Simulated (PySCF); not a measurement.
# C₄H₆O₄S: runs on many settings

Aim: see how C₄H₆O₄S (`C=C(C(=O)O)S(C)(=O)=O`) answers to the choice of functional, basis, grid and SCF options, and what happens with inputs that are wrong on purpose.

The runs use PySCF 2.14.0, with density-fitted response routines of our own; the level of theory stands in each step. All values are computed, except where a source is named. Atoms are numbered from 0 throughout.

## (1) The starting structure

15 atoms, charge 0, multiplicity 1; geometry from: GFN2-xTB.

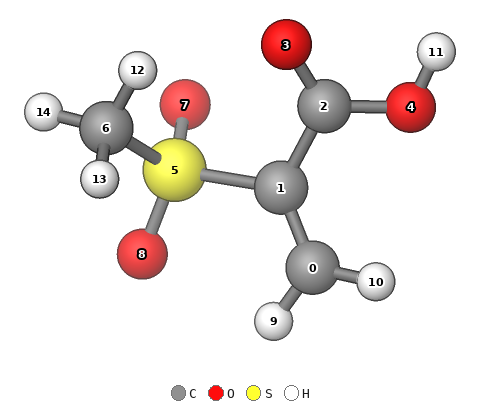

As it starts; carbon grey, oxygen red, sulfur yellow, hydrogen white, atoms numbered; sticks join atoms by distance.

## (2) Shielding tensors: PBE0/pcSseg-1

Job settings and geometry (Å):

```
{"job": {"kind": "nmr", "xc": "PBE0", "basis": "pcSseg-1"}, "charge": 0, "multiplicity": 1}
C     -0.744536    -1.472281    -1.139539
C     -0.546534    -0.459889    -0.315974
C     -1.339113     0.781107    -0.230024
O     -0.868713     1.860201     0.024424
O     -2.637127     0.587584    -0.459822
S      0.791056    -0.551560     0.913844
C      1.949500     0.757913     0.451590
O      0.217112    -0.262133     2.195097
O      1.435329    -1.823682     0.735610
H     -0.088498    -2.326183    -1.083275
H     -1.534497    -1.479863    -1.873880
H     -3.129451     1.419075    -0.356494
H      1.403137     1.691692     0.422379
H      2.364044     0.502191    -0.514464
H      2.723877     0.783818     1.208616
```

Level: GIAO PBE0/pcSseg-1 NMR shielding, non-relativistic, gas phase.

Run with:

```sh
> OMP_NUM_THREADS=1 python probes_run.py task.json out
```

The driver reads the jobs from task.json and runs them one after another.

Standard output:

```text
coarse grid: 14032 points
cycle   1  E = -853.8761751467  dE =  2.290e+00  |g| = 1.440e+00  |ddm| = 3.867e+00
cycle   2  E = -852.7818343582  dE =  1.094e+00  |g| = 2.828e+00  |ddm| = 3.896e+00
cycle   3  E = -854.2304298526  dE = -1.449e+00  |g| = 3.297e-01  |ddm| = 3.008e+00
cycle   4  E = -854.2500620317  dE = -1.963e-02  |g| = 1.403e-01  |ddm| = 3.476e-01
cycle   5  E = -854.2530706081  dE = -3.009e-03  |g| = 5.466e-02  |ddm| = 1.070e-01
cycle   6  E = -854.2536411175  dE = -5.705e-04  |g| = 1.402e-02  |ddm| = 5.007e-02
cycle   7  E = -854.2536760463  dE = -3.493e-05  |g| = 3.729e-03  |ddm| = 1.212e-02
cycle   8  E = -854.2536790201  dE = -2.974e-06  |g| = 1.087e-03  |ddm| = 3.498e-03
final grid: 133648 points
cycle   9  E = -854.3503552945  dE = -1.680e-05  |g| = 1.463e-02  |ddm| = 2.976e-02
cycle  10  E = -854.3502860017  dE =  6.929e-05  |g| = 2.395e-02  |ddm| = 3.099e-02
cycle  11  E = -854.3503949521  dE = -1.090e-04  |g| = 3.263e-03  |ddm| = 2.076e-02
cycle  12  E = -854.3503968910  dE = -1.939e-06  |g| = 4.905e-04  |ddm| = 2.411e-03
cycle  13  E = -854.3503969280  dE = -3.697e-08  |g| = 2.137e-04  |ddm| = 4.776e-04
cycle  14  E = -854.3503969359  dE = -7.904e-09  |g| = 6.315e-05  |ddm| = 1.861e-04
cycle  15  E = -854.3503969365  dE = -6.630e-10  |g| = 2.096e-05  |ddm| = 6.249e-05
converged SCF energy = -854.3503969365

GIAO shielding tensors (ppm)
atom      isotropic    diamagn.    paramagn.     s11        s22        s33       span
  0 C       47.335     251.615    -204.279    -70.014     35.830    176.189    246.203
  1 C       34.026     271.697    -237.672    -62.042     54.308    109.811    171.853
  2 C       16.908     248.935    -232.027    -87.117     57.227     80.615    167.733
  3 O     -100.324     404.441    -504.765   -339.862   -238.122    277.013    616.875
  4 O      123.366     391.258    -267.892    -23.811    151.303    242.605    266.416
  5 S      210.284    1051.807    -841.523     51.234    201.628    377.989    326.754
  6 C      136.996     256.997    -120.001    107.694    115.646    187.649     79.955
  7 O      123.026     399.419    -276.393     67.655    116.801    184.621    116.966
  8 O      130.101     399.476    -269.375     76.882    115.283    198.139    121.257
  9 H       24.614      31.164      -6.551     21.024     23.413     29.404      8.380
 10 H       24.692      29.805      -5.113     21.263     24.356     28.456      7.193
 11 H       25.117      29.865      -4.748     19.825     22.082     33.445     13.620
 12 H       27.406      31.758      -4.352     22.791     27.883     31.544      8.753
 13 H       29.386      31.482      -2.096     26.360     27.714     34.083      7.724
 14 H       28.730      28.072       0.657     26.080     26.617     33.492      7.412
```

It took 49 s on 1 thread of Arm Neoverse N1, shared host; peak memory 0.84 GiB.

Shifts follow as δ = σ(reference) − σ, with reference shieldings (ppm) from runs at the same level and on the same kind of geometry: ¹H TMS 31.72, ¹³C TMS 186.9, ¹⁷O H2O 336.1, ³³S CS2 504. The references are single molecules in the gas phase, so shifts against H2O, NH3, PH3, H3PO4 or CFCl3 are not on the usual liquid scales and can be off by tens of ppm. Atoms listed in one row are averaged.

| atoms | environment | σ (ppm) | δ (ppm) | δ scaled to CDCl3 |
| --- | --- | --- | --- | --- |
| C2 | carboxylic acid carbon | 16.9 | 170.0 | 164.0 |
| C1 | α carbon of a C=C–C=O unit | 34.0 | 152.9 | 142.9 |
| C0 | β carbon of a C=C–C=O unit | 47.3 | 139.6 | 134.3 |
| C6 | methyl carbon bonded to S | 137.0 | 49.9 | 42.4 |
| H9 | hydrogen on a β carbon of a C=C–C=O unit | 24.61 | 7.10 | 6.80 |
| H10 | hydrogen on a β carbon of a C=C–C=O unit | 24.69 | 7.03 | 6.73 |
| H11 | hydrogen on an acid hydroxyl oxygen | 25.12 | 6.60 | – |
| H12, H13, H14 | hydrogen on a methyl carbon bonded to S | 28.51 | 3.21 | 3.13 |
| O3 | carbonyl oxygen | -100.3 | 436.4 | – |
| O4 | acid hydroxyl oxygen | 123.4 | 212.7 | – |
| O7, O8 | S=O oxygen | 126.6 | 209.5 | – |
| S5 | sulfone sulfur | 210 | 293 | – |

The scaled column applies a straight-line fit of computed shieldings to shifts measured in CDCl3, with any fitted terms for Cl, Br or S neighbours (root-mean-square error 0.16 ppm for H, 1.9 ppm for C).

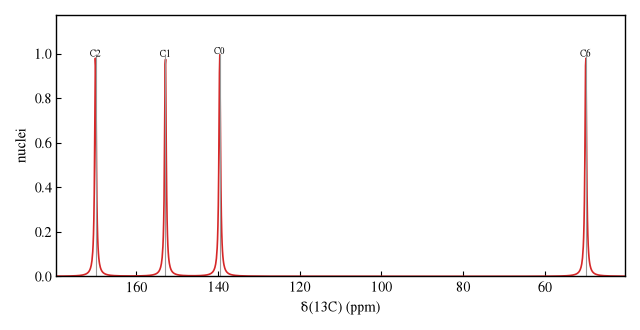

¹³C lines at the computed shifts, without couplings. Lines are broadened to a width of 0.48 ppm (Lorentzian).

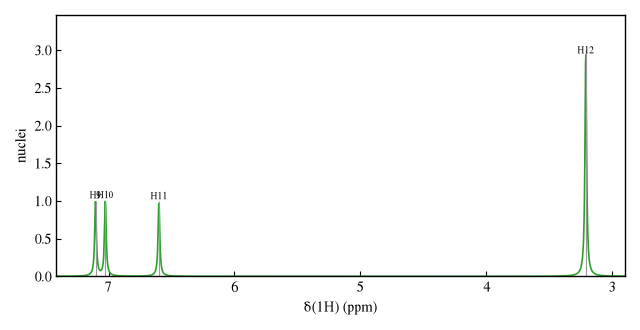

¹H lines at the computed shifts, without couplings. Lines are broadened to a width of 0.02 ppm (Lorentzian).

Charges from the same density, by scheme (e):

```
 atoms  Mulliken    IAO  Hirshfeld  ESP fit
    C0      0.08  -0.23      -0.04    -0.25
    C1     -0.59  -0.28      -0.04    -0.22
    C2      0.59   0.53       0.21     0.71
    O3     -0.41  -0.46      -0.24    -0.54
    O4     -0.35  -0.47      -0.16    -0.56
    S5      1.03   2.01       0.52     1.08
    C6     -0.36  -0.63      -0.12    -0.72
O7, O8     -0.53  -0.89      -0.32    -0.52
```

ESP fit charges:

C0 -0.25; C1 -0.22; C2 0.71; O3 -0.54; O4 -0.56; S5 1.08; C6 -0.72; O7 -0.52; O8 -0.53; H9 0.19; H10 0.19; H11 0.44; H12 0.25; H13 0.21; H14 0.25

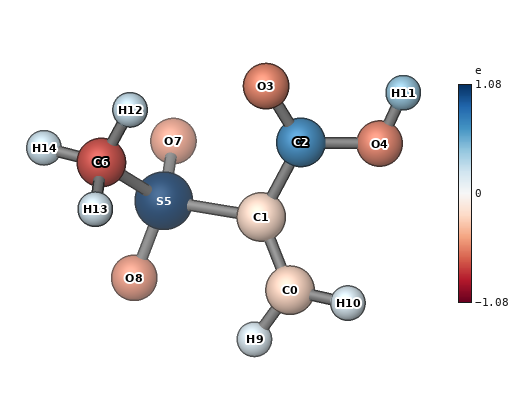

ESP fit charges, as colours on the atoms.

Mayer bond orders: C0–C1 1.93, C1–C2 0.91, C2–O3 1.92, C2–O4 1.19, C1–S5 0.82, S5–C6 0.91, S5–O7 1.76, S5–O8 1.72.

## (3) Excited states and response: PBE0/def2-SVPD

Settings changed since step 2:

```diff
@@ -1,2 +1,2 @@
-{"job": {"kind": "nmr", "xc": "PBE0", "basis": "pcSseg-1"}, "charge": 0, "multiplicity": 1}
+{"job": {"kind": "uv", "xc": "PBE0", "basis": "def2-SVPD", "nstates": 6, "ntriplets": 2}, "charge": 0, "multiplicity": 1}
 C     -0.744536    -1.472281    -1.139539
```

With the program's defaults for keys left out, this is: TDDFT PBE0/def2-SVPD, vertical, gas phase, core orbitals frozen in the response.

Standard output:

```text
coarse grid: 14032 points
cycle   1  E = -853.5044190460  dE =  2.212e+00  |g| = 1.368e+00  |ddm| = 6.332e+00
cycle   2  E = -852.4171262209  dE =  1.087e+00  |g| = 2.755e+00  |ddm| = 5.681e+00
cycle   3  E = -853.8447695747  dE = -1.428e+00  |g| = 3.076e-01  |ddm| = 4.285e+00
cycle   4  E = -853.8623468766  dE = -1.758e-02  |g| = 1.328e-01  |ddm| = 6.484e-01
cycle   5  E = -853.8651961540  dE = -2.849e-03  |g| = 5.256e-02  |ddm| = 1.931e-01
cycle   6  E = -853.8657568957  dE = -5.607e-04  |g| = 1.234e-02  |ddm| = 8.293e-02
cycle   7  E = -853.8657855722  dE = -2.868e-05  |g| = 3.193e-03  |ddm| = 2.098e-02
cycle   8  E = -853.8657878242  dE = -2.252e-06  |g| = 9.520e-04  |ddm| = 8.008e-03
final grid: 133648 points
cycle   9  E = -853.9876800426  dE = -2.440e-05  |g| = 1.339e-02  |ddm| = 1.728e-01
cycle  10  E = -853.9876182952  dE =  6.175e-05  |g| = 2.200e-02  |ddm| = 4.723e-02
cycle  11  E = -853.9877162357  dE = -9.794e-05  |g| = 3.017e-03  |ddm| = 2.981e-02
cycle  12  E = -853.9877180014  dE = -1.766e-06  |g| = 4.723e-04  |ddm| = 4.384e-03
cycle  13  E = -853.9877180387  dE = -3.730e-08  |g| = 2.001e-04  |ddm| = 9.299e-04
cycle  14  E = -853.9877180460  dE = -7.310e-09  |g| = 6.087e-05  |ddm| = 3.396e-04
cycle  15  E = -853.9877180466  dE = -6.430e-10  |g| = 2.217e-05  |ddm| = 1.129e-04
converged SCF energy = -853.9877180466

Static polarisability (au): isotropic 81.150, principal 65.258 85.021 93.170

Singlet excitations
state   eV       nm        f      main configurations
  1   4.9305    251.5   0.00753   H->L 0.57, H-2->L 0.31
  2   5.2309    237.0   0.00210   H-2->L 0.49, H->L 0.36, H-1->L 0.11
  3   5.4808    226.2   0.00279   H-1->L 0.87, H-2->L 0.10
  4   6.0733    204.1   0.01711   H-3->L 0.73, H-4->L 0.24
  5   6.4217    193.1   0.00023   H-5->L 0.95
  6   6.6935    185.2   0.19443   H-4->L 0.62, H-3->L 0.15

Triplet excitations (Tamm-Dancoff, eV): 3.9692 4.6495
```

Run time: 87 s. Hardware: 1 thread of Arm Neoverse N1, shared host; peak memory 0.95 GiB.

Frontier orbitals and where they lie:

```
orbital     eV                      atoms
 HOMO−3  -9.38  O8 28 %, O7 22 %, C1 14 %
 HOMO−2  -8.98   O3 47 %, O8 12 %, O4 8 %
 HOMO−1  -8.84   O7 42 %, O8 34 %, S5 7 %
   HOMO  -8.61  O7 27 %, O8 18 %, C1 13 %
   LUMO  -2.22  C0 32 %, C1 21 %, C2 14 %
 LUMO+1  -0.05  C2 19 %, O4 18 %, O3 13 %
 LUMO+2   0.24  O4 22 %, C2 19 %, O3 14 %
```

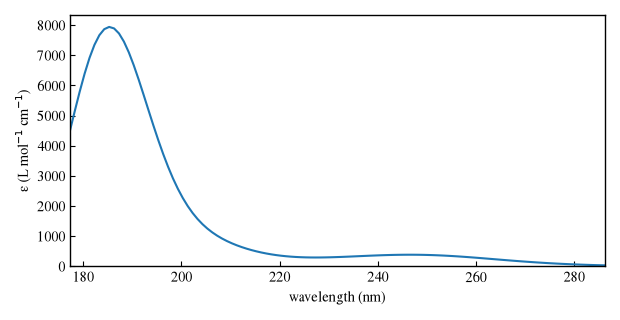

Absorption spectrum: each of the 6 states is a Gaussian band of 0.4 eV half-width at 1/e. Beyond the last state computed it falls off for lack of states.

Further results of this job:

```
           property  computed
  dipole moment (D)      4.51
polarisability (Å³)     12.03
 HOMO–LUMO gap (eV)      6.38
      −ε(HOMO) (eV)      8.61
```

## (4) Shielding tensors: PBE0/pcSseg-1

Settings changed since step 3:

```diff
@@ -1,4 +1,4 @@
-{"job": {"kind": "uv", "xc": "PBE0", "basis": "def2-SVPD", "nstates": 6, "ntriplets": 2}, "charge": 0, "multiplicity": 1}
+{"job": {"kind": "nmr", "xc": "PBE0", "basis": "pcSseg-1", "pop": false, "scf": {"max_cycle": 50}}, "charge": 0, "multiplicity": 1}
 C     -0.744536    -1.472281    -1.139539
-C     -0.546534    -0.459889    -0.315974
+C     -0.348532     0.552503     0.507591
 C     -1.339113     0.781107    -0.230024
```

Level: GIAO PBE0/pcSseg-1 NMR shielding, non-relativistic, gas phase.

Standard output:

```text
final grid: 133648 points
cycle   1  E = -853.5039575959  dE =  3.019e+00  |g| = 1.309e+00  |ddm| = 4.146e+00
cycle   2  E = -852.1733245924  dE =  1.331e+00  |g| = 2.874e+00  |ddm| = 4.328e+00
cycle   3  E = -853.7711085652  dE = -1.598e+00  |g| = 4.616e-01  |ddm| = 3.650e+00
cycle   4  E = -853.8086585296  dE = -3.755e-02  |g| = 2.491e-01  |ddm| = 8.379e-01
cycle   5  E = -853.8095748303  dE = -9.163e-04  |g| = 2.221e-01  |ddm| = 4.637e-01
cycle   6  E = -853.8208623774  dE = -1.129e-02  |g| = 8.468e-02  |ddm| = 3.342e-01
cycle   7  E = -853.8229016098  dE = -2.039e-03  |g| = 3.082e-02  |ddm| = 1.449e-01
cycle   8  E = -853.8231957837  dE = -2.942e-04  |g| = 1.118e-02  |ddm| = 5.055e-02
cycle   9  E = -853.8232297834  dE = -3.400e-05  |g| = 9.029e-03  |ddm| = 2.758e-02
cycle  10  E = -853.8232571302  dE = -2.735e-05  |g| = 4.343e-03  |ddm| = 1.783e-02
cycle  11  E = -853.8232653472  dE = -8.217e-06  |g| = 2.289e-03  |ddm| = 1.304e-02
cycle  12  E = -853.8232682656  dE = -2.918e-06  |g| = 5.194e-04  |ddm| = 9.578e-03
cycle  13  E = -853.8232684856  dE = -2.200e-07  |g| = 2.811e-04  |ddm| = 2.934e-03
cycle  14  E = -853.8232685158  dE = -3.022e-08  |g| = 1.824e-04  |ddm| = 7.457e-04
cycle  15  E = -853.8232685393  dE = -2.342e-08  |g| = 5.834e-05  |ddm| = 1.143e-03
cycle  16  E = -853.8232685381  dE =  1.167e-09  |g| = 1.114e-04  |ddm| = 2.378e-04
cycle  17  E = -853.8232685410  dE = -2.854e-09  |g| = 1.239e-05  |ddm| = 1.818e-04
cycle  18  E = -853.8232685411  dE = -1.280e-10  |g| = 9.227e-06  |ddm| = 7.942e-05
converged SCF energy = -853.8232685411

GIAO shielding tensors (ppm)
atom      isotropic    diamagn.    paramagn.     s11        s22        s33       span
  0 C    -4026.471     261.045   -4287.516 -12133.201   -164.059    217.846  12351.048
  1 C     -582.897     265.818    -848.715  -2032.308    107.601    176.018   2208.326
  2 C      112.048     256.612    -144.564    -78.365    113.408    301.102    379.467
  3 O      -78.949     405.046    -483.995  -4112.175    125.074   3750.255   7862.430
  4 O       26.016     389.066    -363.049   -407.415    182.404    303.059    710.475
  5 S      324.770    1046.841    -722.071     94.625    261.532    618.152    523.528
  6 C      129.702     257.015    -127.313     85.057    106.928    197.120    112.063
  7 O       24.988     399.952    -374.963  -2300.204    107.123   2268.047   4568.251
  8 O     -141.653     403.361    -545.015   -835.972     84.720    326.292   1162.263
  9 H     -206.481      32.794    -239.274   -704.458     26.764     58.252    762.710
 10 H     -188.115      32.794    -220.909   -678.183     28.966     84.872    763.054
 11 H       23.086      30.340      -7.253      9.737     24.598     34.925     25.188
 12 H       37.260      30.503       6.757     24.580     28.722     58.478     33.897
 13 H       30.503      29.937       0.566     21.876     28.859     40.773     18.897
 14 H       29.701      27.180       2.522     24.182     30.219     34.702     10.520
```

Run time: 61 s. Hardware: 1 thread of Arm Neoverse N1, shared host; peak memory 0.85 GiB.

A normal end doesn't make this result sound: one atom of the first bond was moved so that the bond is 2.0 times as long. Its HOMO lies at -5.12 eV, against -8.50 eV in step 2 (PBE0/pcSseg-1).

## (5) Spin-spin couplings: PBE0/cc-pVDZ

Settings changed since step 4:

```diff
@@ -1,4 +1,4 @@
-{"job": {"kind": "nmr", "xc": "PBE0", "basis": "pcSseg-1", "pop": false, "scf": {"max_cycle": 50}}, "charge": 0, "multiplicity": 1}
+{"job": {"kind": "j", "xc": "PBE0", "basis": "cc-pVDZ", "scf": {"max_cycle": 81}}, "charge": 0, "multiplicity": 2}
 C     -0.744536    -1.472281    -1.139539
-C     -0.348532     0.552503     0.507591
+C     -0.546534    -0.459889    -0.315974
 C     -1.339113     0.781107    -0.230024
```

Method: PBE0/cc-pVDZ.

Standard output:

```text
RuntimeError: Electron number 78 and spin 1 are not consistent
Note mol.spin = 2S = Nalpha - Nbeta, not 2S+1
```

Run time: 0.05 s. Hardware: 1 thread of Arm Neoverse N1, shared host.

**What went wrong.** Charge and multiplicity don't fit the number of electrons: an even count needs an odd multiplicity, and the reverse. The remedy is to mend the charge or the multiplicity.

## (6) Shielding tensors: B97-2/6-31++G**

Settings changed since step 5:

```diff
@@ -1,2 +1,2 @@
-{"job": {"kind": "j", "xc": "PBE0", "basis": "cc-pVDZ", "scf": {"max_cycle": 81}}, "charge": 0, "multiplicity": 2}
+{"job": {"kind": "nmr", "xc": "B97-2", "basis": "6-31++G**", "pop": false, "scf": {"level_shift": 0.3}}, "charge": 0, "multiplicity": 1}
 C     -0.744536    -1.472281    -1.139539
```

Level: GIAO B97-2/6-31++G** NMR shielding, non-relativistic, gas phase.

Standard output:

```text
final grid: 133648 points
cycle   1  E = -854.4294559771  dE =  2.365e+00  |g| = 1.515e+00  |ddm| = 5.628e+00
cycle   2  E = -854.3775685806  dE =  5.189e-02  |g| = 1.756e+00  |ddm| = 9.057e+00
cycle   3  E = -854.8757361902  dE = -4.982e-01  |g| = 4.755e-01  |ddm| = 2.952e+00
cycle   4  E = -854.9178896677  dE = -4.215e-02  |g| = 1.205e-01  |ddm| = 1.352e+00
cycle   5  E = -854.9213389588  dE = -3.449e-03  |g| = 2.033e-02  |ddm| = 6.030e-01
cycle   6  E = -854.9214656298  dE = -1.267e-04  |g| = 1.164e-02  |ddm| = 2.143e-01
cycle   7  E = -854.9214990146  dE = -3.338e-05  |g| = 4.319e-03  |ddm| = 6.343e-02
cycle   8  E = -854.9215038295  dE = -4.815e-06  |g| = 1.169e-03  |ddm| = 3.323e-02
cycle   9  E = -854.9215044320  dE = -6.026e-07  |g| = 4.698e-04  |ddm| = 1.265e-02
cycle  10  E = -854.9215045602  dE = -1.281e-07  |g| = 1.717e-04  |ddm| = 5.572e-03
cycle  11  E = -854.9215045882  dE = -2.807e-08  |g| = 9.340e-05  |ddm| = 2.437e-03
cycle  12  E = -854.9215045955  dE = -7.256e-09  |g| = 5.226e-05  |ddm| = 1.226e-03
cycle  13  E = -854.9215045976  dE = -2.148e-09  |g| = 2.482e-05  |ddm| = 5.480e-04
cycle  14  E = -854.9215045982  dE = -5.725e-10  |g| = 1.288e-05  |ddm| = 2.874e-04
level shift removed, Fock matrix diagonalised once more
converged SCF energy = -854.9215045982

GIAO shielding tensors (ppm)
atom      isotropic    diamagn.    paramagn.     s11        s22        s33       span
  0 C       71.503     251.281    -179.778    -30.520     58.533    186.496    217.017
  1 C       55.696     269.227    -213.531    -27.196     71.308    122.977    150.173
  2 C       41.171     253.792    -212.621    -49.883     76.327     97.068    146.952
  3 O      -42.849     396.314    -439.162   -254.128   -165.657    291.239    545.367
  4 O      150.296     396.298    -246.002     18.323    176.524    256.041    237.718
  5 S      267.493    1038.057    -770.564    116.408    267.286    418.787    302.379
  6 C      152.150     261.583    -109.432    125.615    131.903    198.933     73.318
  7 O      150.891     392.619    -241.727    107.550    141.677    203.447     95.897
  8 O      157.031     392.370    -235.339    107.326    139.877    223.891    116.565
  9 H       24.977      28.503      -3.526     21.492     23.822     29.617      8.125
 10 H       25.107      28.436      -3.329     21.931     24.890     28.500      6.568
 11 H       25.405      29.138      -3.734     20.564     22.246     33.404     12.840
 12 H       27.728      32.284      -4.555     22.950     28.394     31.841      8.891
 13 H       29.682      32.505      -2.823     26.658     28.095     34.292      7.634
 14 H       29.165      29.612      -0.448     26.650     27.175     33.669      7.019
```

Wall time 62 s (1 thread of Arm Neoverse N1, shared host); peak memory 0.85 GiB.

Key values: δ C2 156.5, C1 142.0, C0 126.2, C6 45.5, H9 7.00, H10 6.87 ppm.

## (7) Side by side: NMR shifts

Shifts (ppm) of some atoms, chosen among heavy atoms and hydrogens apart, means over like atoms, with basis size and wall time:

```
            run     C2     C0    H9   H10     O3     O4     O7  functions  time
  PBE0/pcSseg-1  170.0  139.6  7.10  7.03  436.4  212.7  209.5        190  49 s
B97-2/6-31++G**  156.5  126.2  7.00  6.87  379.2  186.1  182.4        202  62 s
```

## (8) What came out

| quantity | value |
| --- | --- |
| ¹³C shifts against TMS (PBE0/pcSseg-1) | 170.0, 152.9, 139.6, 49.9 ppm |
| ¹H shifts against TMS (PBE0/pcSseg-1, means over atoms taken as alike) | 7.10, 7.03, 6.60, 3.21 ppm |
| ¹⁷O shifts against H2O (PBE0/pcSseg-1, means over atoms taken as alike) | 436.4, 212.7, 209.5 ppm |
| ³³S shifts against CS2 (PBE0/pcSseg-1) | 293 ppm |
| lowest singlet (PBE0/def2-SVPD) | 4.93 eV (251 nm), f = 0.008 |
| brightest single state of those computed | state 6, 6.69 eV, f = 0.194 |
| lowest triplet | 3.97 eV |
| range of the shift of O3 | 379.2 to 436.4 ppm |
| property runs in this session | 5, of which 1 failed and 1 gave unsound results |

What this shows: Single values in the summary come from the first run of each kind that ended normally (PBE0/pcSseg-1; PBE0/def2-SVPD), which need not be the best level. The most deshielded carbon is C2 (carboxylic acid carbon), at 170.0 ppm: it is a carbonyl in resonance with an O or N lone pair, the region of acids, esters and amides. At PBE0/pcSseg-1: Shielding is most anisotropic at O3 (span 617 ppm, paramagnetic term -505 ppm). The first singlet state (HOMO→LUMO 0.57, HOMO−2→LUMO 0.31) lies at 4.93 eV and is weak; of the 6 states computed, the strongest absorption comes from state 6 at 6.69 eV (the last computed, so partners may be missing). The lowest triplet lies 0.96 eV below the lowest singlet (triplets in Tamm-Dancoff, singlets in full TDDFT). Among the atoms with a shift in every run: In ppm, O3 moves most: its shift spreads over 57.2 ppm, from 379.2 (B97-2/6-31++G**) to 436.4 (PBE0/pcSseg-1).
